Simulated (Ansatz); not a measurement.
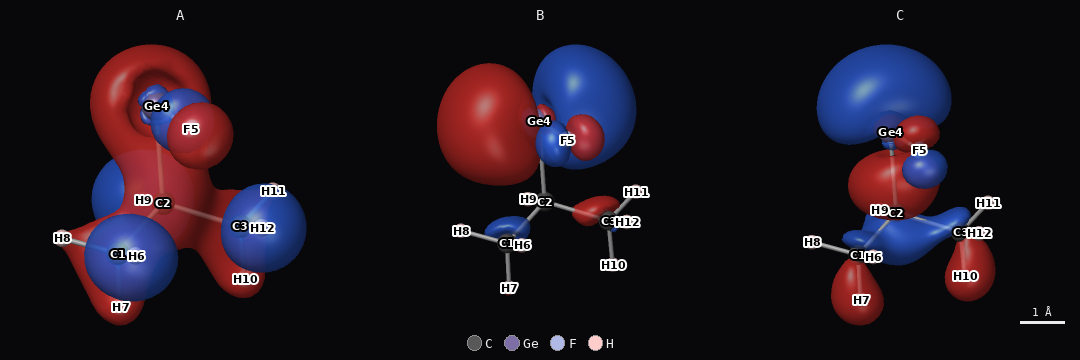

*C₃H₇FGe. Three frontier orbitals at ±0.1 Å⁻³ᐟ² (blue and red are the two phases), in no order.*

Geometry: PBE0-D4/def2-TZVP.

Theory: Ansatz, RKS PBE0-D4/def2-TZVPP.

```xyz
12

C    -0.7522    0.0831    1.0966
C     0.0571   -0.6138    0.0082
C     1.2370    0.2351   -0.4534
Ge   -1.1242   -1.0321   -1.5536
F    -1.5327    0.6540   -1.9018
H    -1.1643    1.0275    0.7316
H    -0.1244    0.3100    1.9657
H    -1.5866   -0.5280    1.4561
H     0.4264   -1.5751    0.3876
H     1.9054    0.4637    0.3844
H     1.8418   -0.2652   -1.2170
H     0.8938    1.1855   -0.8704
```

> Order the three orbitals by energy and name them.

A is the HOMO−1 (−9.39 eV). Its weight (Hirshfeld) is mainly on C2 (about 20 %), H9 (about 15 %), Ge4 (about 15 %), C1 (about 10 %), C3 (about 10 %) and F5 (about 10 %). C is the HOMO (−6.42 eV). It lies mainly on Ge4 (about 50 %) and C2 (about 25 %). B is the LUMO (−2.36 eV). By Hirshfeld shares it lies mainly on Ge4 (about 80 %) and F5 (about 5 %).

> What is the HOMO–LUMO gap?

4.06 eV between the orbital energies.
